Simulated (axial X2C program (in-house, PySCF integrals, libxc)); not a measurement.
Relativistic diatomic calculation, with input and output: RhN

- system: RhN, single determinant with M_S = 1 and |Λ| = 1.
- method: PBE0, spin-free X2C-1e, Rh dyall-cv3z, N dyall-av3z (cores contracted) (axial X2C program (in-house, PySCF integrals, libxc))

**Log**
```
spin-free X2C-1e  PBE0
basis functions 207  fitting functions 961  grid points 5073
iter        total energy     max residual
   1      -4838.038726660     3.60e-05
   2      -4838.038726668     6.04e-05
   3      -4838.038726681     2.99e-05
   4      -4838.038726688     8.28e-06
converged
one-electron -6874.03580670  Coulomb 2079.25306983  exact exchange -35.98004256  xc functional -110.42620806  nuclear repulsion 103.15026079
```

**The points of the curve**

```tsv
R (Å)	E (hartree)	dipole (D; origin at the first atom, positive when the second is positive)	highest filled (eV)	lowest empty (eV)
1.519	−4838.029874	−2.00	−5.77	−3.15
1.567	−4838.036970	−2.32	−5.86	−3.25
1.616	−4838.038727	−2.61	−5.90	−3.35
1.673	−4838.035775	−2.90	−5.94	−3.44
1.729	−4838.029166	−3.12	−5.98	−3.49
```

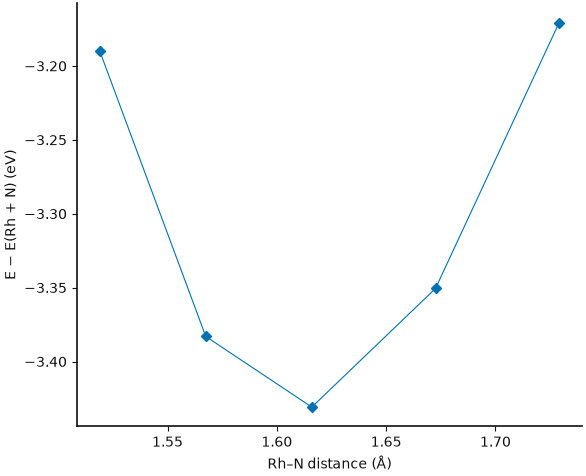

Energy at 5 bond lengths, for one set of occupations held fixed; the line joins the points. A polynomial of degree 3 through 5 points gives rₑ = 1.610 Å, ωₑ = 1021 cm⁻¹ and Bₑ = 0.5274 cm⁻¹. The minimum lies 3.43 eV below Rh + N, each computed as one determinant at the same level.

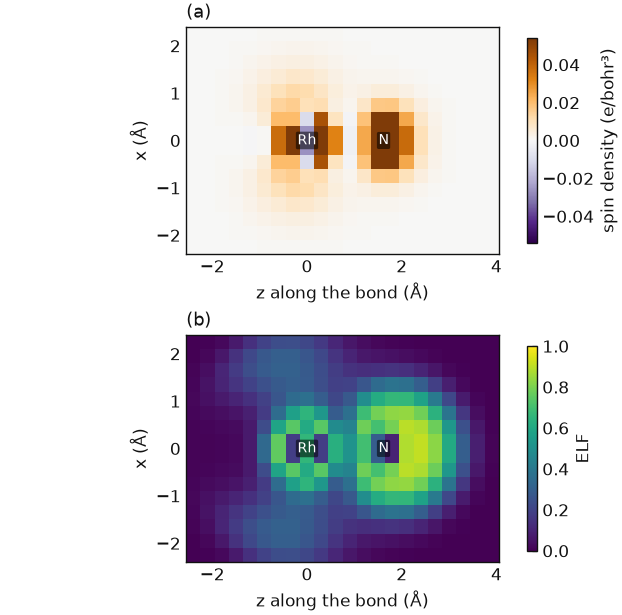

(a) spin density; (b) electron localisation function, in a plane that holds the axis, at 1.62 Å, on points 0.3 Å apart (one half computed, the other mirrored); the structure near the nuclei is finer than these points.

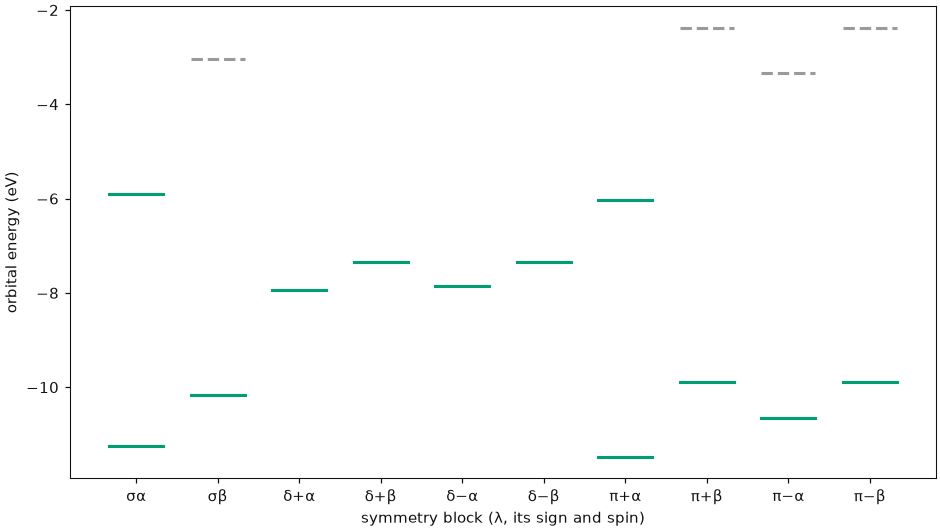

Orbital energies near the frontier at 1.62 Å, filled (solid) and empty (dashed); a label such as π−α means λ = −1 and α spin. The highest filled orbital (σα; 43 % Rh s, 29 % N p) lies at −5.90 eV, the lowest empty one (π−α; 38 % Rh d, 38 % N p) at −3.35 eV.

**Input**
```
{"zs": [45, 7], "q": 0, "bas": ["dyall-cv3z", "dyall-av3z"], "levels": ["PBE0", "HF", "B3LYP"], "cc": true, "r0": 1.7, "thr": -2.0, "nmax": 90, "npts": 10, "nst": 2, "ntry": 6}
```

The line is the task of a batch: nuclear charges, charge, bases, the levels to run, a first guess of the distance and further settings. This report covers PBE0 without spin-orbit coupling. The log is that of the reference distance 1.616 Å, started from orbitals converged before.

The run was one of a batch that the task file lists, launched with:
```bash
python <driver script> task.json out
```

**Summary**

```tsv
quantity	value
outcome	converged
bond length rₑ	1.610 Å
ωₑ	1021 cm⁻¹
energy at the minimum	−4838.03874 hartree
depth below the fragments	3.43 eV
largest ⟨S²⟩ along the curve	2.06
hardware	1 thread of Arm Neoverse V1, 24 GiB of memory available, shared host
wall time	12 s
peak memory	0.9 GiB
```

**Notes**

To bear in mind: 5 of the 10 points asked for were kept.
